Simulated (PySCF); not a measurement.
Frequency calculation, with input and output: CH$_{2}$F$_{2}$

The run: frequency calculation of CH$_{2}$F$_{2}$ (Methane, difluoro-). Method and program: B3LYP/pcSseg-2 displacements along normal modes, gas phase (PySCF 2.14.0).

The input sets isotopic masses.

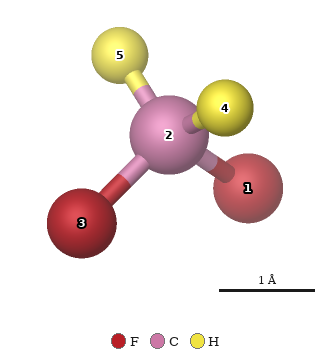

Figure 1. The input geometry (ball-and-stick view, seen at a tilt; atoms are numbered from 1 in the order of the input).

## Input file
```
{"job": {"xc": "B3LYP", "basis": "pcSseg-2", "grid": 2, "temperatures": [500, 700], "kind": "vib", "mass_numbers": [19, 12, 19, 2, 1]}, "charge": 0, "multiplicity": 1}
F      1.169137    -0.611870    -0.106198
C      0.000234     0.080488    -0.004315
F     -1.034747    -0.801046    -0.092344
H     -0.035021     0.564076     0.971361
H     -0.065116     0.779762    -0.837244
```

The first line tells a small driver script what to run in PySCF; the rest is the geometry in Å.

Hardware: 1 CPU thread, shared host.

Launch command:
```bash
OMP_NUM_THREADS=1 python <driver script> task.json out
```

## The program's output
```
mode    cm-1    km/mol   phi_rrr   E(+)/cm-1  E(-)/cm-1
  1    520.11     4.85      79.2      96.57      90.87
  2    957.57    25.03      -0.7     172.97     172.15
  3    990.52    24.25      78.6     181.28     175.62
  4   1085.05   240.30       1.1     195.91     195.45
  5   1111.56    92.68     185.1     206.85     193.52
  6   1386.70    17.18       0.4     250.25     250.56
  7   1393.77     3.20      48.7     253.24     249.73
  8   2268.16    36.48   -1243.9     366.83     456.14
  9   3088.26    39.52   -1989.6     490.59     633.29
```

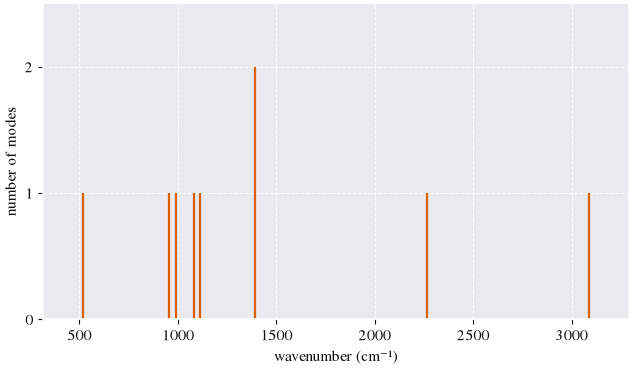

Figure 2. Harmonic vibrational wavenumbers from the force constants; neighbouring modes closer than 12 cm⁻¹ are counted in one stick. 9 modes from 520 to 3088 cm⁻¹, none imaginary.

## Summary

| quantity | value |
| --- | --- |
| outcome | converged |
| wavenumbers, lowest and highest | 520 and 3088 cm⁻¹ |
| wall time | 93 s |
| peak memory | 0.55 GiB |
